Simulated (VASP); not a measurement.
Band structure of WS₂ (space group R3m). These are PBEsol GGA, VASP's PBE PAW potentials (set 64) (plane waves; VASP) values and carry that method's errors.

Unless said otherwise, spin-orbit coupling is left out, though it shifts the bands of the heavy elements here.

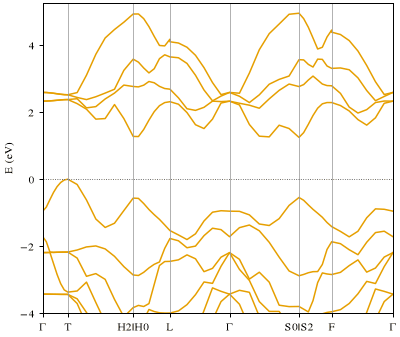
*Bands along high-symmetry lines, zero at the valence-band maximum or, without a gap, the Fermi level*

### Question
Read the plot: is there a gap, and where are the band edges?

### Answer
The gap is indirect, 1.25 eV, from the valence maximum at T to the conduction minimum at S0.

The structure comes from a computed database's WS2 entry; how it stands against other phases isn't given here. The cell was not relaxed at this level.
